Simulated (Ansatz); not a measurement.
Start from Pt in the fcc (Cu type) structure (space group Fm-3m, No. 225; a = 3.895 Å; relaxed with 0.1 eV smearing). Axes: x, y, z lie along the cube axes.

Structures relaxed with LDA (Ansatz, a quantum-chemistry and plane-wave program, PAW, spin-orbit coupling left out).

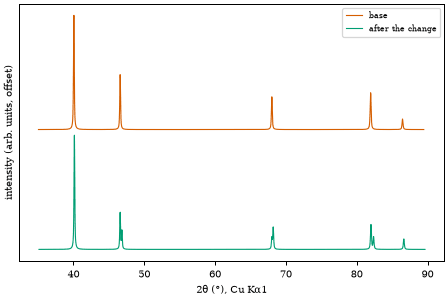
Fig. 1. Simulated powder patterns before (top) and after one change

Problem. What was done to the base?
A. uniaxial strain ε_zz = −0.50 %
B. uniaxial strain ε_zz = +1.00 %
C. uniaxial strain ε_zz = +2.00 %

Solution. A, uniaxial strain ε_zz = −0.50 %. Its volume per atom is 14.70 Å³ against 14.78 Å³, and its space group is I4/mmm (No. 139).

Stability against distortions was not tested. All final runs are without spin polarisation. Pt lies near a magnetic instability that expansion can trigger; it was not tested.
